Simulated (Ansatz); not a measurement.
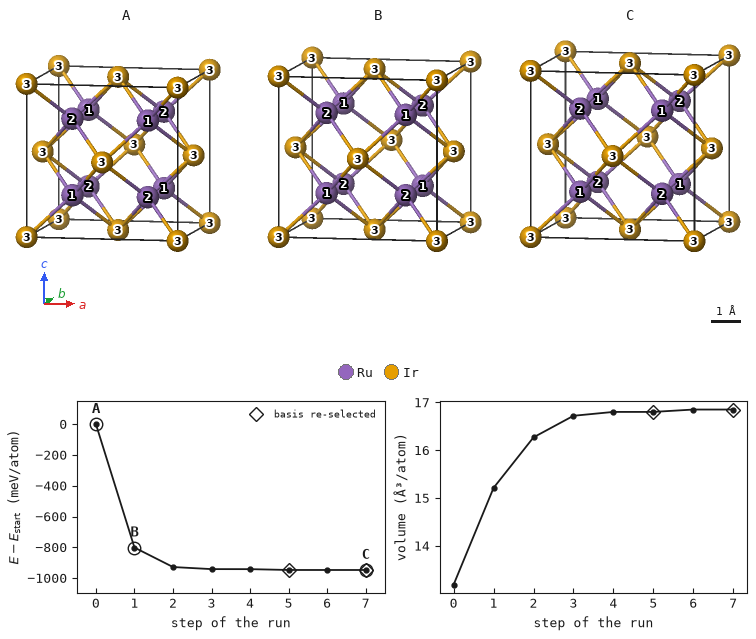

Frames of a relaxation of a crystal of IrRu2 (a generated structure, set up in Fm-3m) (coarse preliminary run), marked on the history of the run. The picture is a ball-and-stick view of the conventional cell (4 times the calculation's cell), seen slightly off an axis. Lengths and directions refer to the drawn axes.

The calculation used DFT PBE, scalar-relativistic, plane waves, PAW (Ansatz). (plane-wave cutoff 420 eV; k-point mesh 6 × 6 × 6; occupations gaussian; smearing width 0.1 eV; no spin polarisation; cell and atoms relaxed; force threshold 0.04 eV/Å; at most 70 steps)

**Describe the path.**

After 5 accepted moves (7 points after the start) the energy has fallen by 947 meV per atom. All forces vanish by symmetry, so only the cell relaxes. Pressure: 104.47 GPa at the start and 0.05 GPa at the end. The SCF was repeated twice at an unchanged geometry on a basis and grid sized afresh for the cell, which shifted the energy by 5.3 meV per atom at most. The atoms keep their places relative to the cell (all moves are under 0.005 Å). The drawn cell changes as follows: a = b = c 5.409 → 5.870 Å (+8.5 %); the volume changes by +27.8 %. Among the contacts that change: Ru1–Ru2 2.705 → 2.935 Å, Ru1–Ir3 2.342 → 2.542 Å. The space group stays Fm-3m (No. 225). The run took 5.7 s on 1 thread of Intel(R) Xeon(R) Gold 6455B (Sapphire Rapids) (shared host), peak memory 0.37 GiB. From step 0 to 1: volume +15.3 %, energy −802 meV per atom. From step 1 to 7: volume +10.8 %, energy −146 meV per atom.

```json
{"step": "0", "E − E(0), meV/atom": "0.00", "pressure, GPa": "104.47", "volume, Å³/atom": "13.189", "note": ""}
{"step": "1", "E − E(0), meV/atom": "-801.65", "pressure, GPa": "31.12", "volume, Å³/atom": "15.213", "note": ""}
{"step": "2", "E − E(0), meV/atom": "-928.17", "pressure, GPa": "8.70", "volume, Å³/atom": "16.271", "note": ""}
{"step": "3", "E − E(0), meV/atom": "-941.67", "pressure, GPa": "1.23", "volume, Å³/atom": "16.722", "note": ""}
{"step": "4", "E − E(0), meV/atom": "-941.94", "pressure, GPa": "0.00", "volume, Å³/atom": "16.802", "note": ""}
{"step": "5", "E − E(0), meV/atom": "-947.28", "pressure, GPa": "0.75", "volume, Å³/atom": "16.802", "note": "same geometry, new basis"}
{"step": "6", "E − E(0), meV/atom": "-947.38", "pressure, GPa": "0.05", "volume, Å³/atom": "16.852", "note": ""}
{"step": "7", "E − E(0), meV/atom": "-947.40", "pressure, GPa": "0.05", "volume, Å³/atom": "16.852", "note": "same geometry, new basis"}
```
